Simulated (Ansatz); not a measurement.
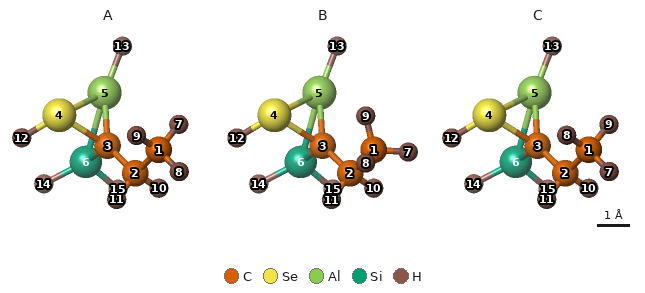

3 geometries from a converged minimum-energy path of C₃H₉AlSeSi, shuffled. The picture is a ball-and-stick view, seen from a free direction.

Theory: RHF/def2-SVP in Ansatz. Settings: 5 movable images; climbing image; force threshold 0.03 eV/Å; iteration limit 48; starting path by image-dependent pair potential.

Q: Which of them lies highest in energy?

A: B. In order along the path, whose images run from 0 to 6: C (image 0, 0.000 eV), B (image 3, +0.158 eV), A (image 6, 0.000 eV). The motion is a rotation about the C1–C2 bond by about 120°. No bond forms or breaks between the ends.

Cost: 2.1 min on 2 threads of Arm Neoverse V2, with other jobs on the host, peak memory 0.5 GiB.
